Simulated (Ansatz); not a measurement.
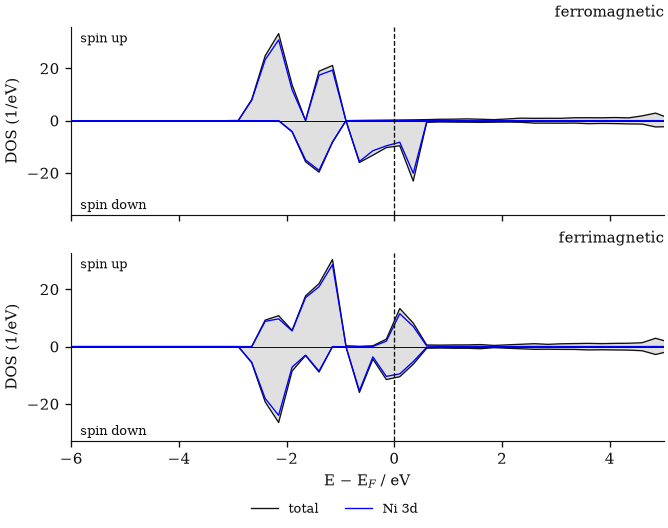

Spin-resolved densities of states of Ni3F4, space group Fd-3m, 14 atoms in the cell, a structure borrowed from another compound, in two magnetic states on the same cell (spin down negative; each from its own Fermi level). Level of theory: DFT with PBE, PAW plane waves, spin-polarised, 5×5×5 k mesh, 420 eV cutoff, Fermi-Dirac smearing of 0.1 eV; code Ansatz.

### How does the magnetic order change the electronic structure?

Ferromagnetic: net moment 8.3 μB, local moments 8.6 μB in all, metal; ferrimagnetic: net moment 1.0 μB, local moments 8.0 μB in all, metal.

### Which of these states is lowest in energy?

The ferromagnetic one; the ferrimagnetic state lies 21 meV an atom higher. Other orders weren't compared here.

The structure was built from a prototype or by substitution, so it need not be a known phase. The atoms aren't at rest in this cell (largest force 0.4 eV/Å), so the relaxed material can differ.
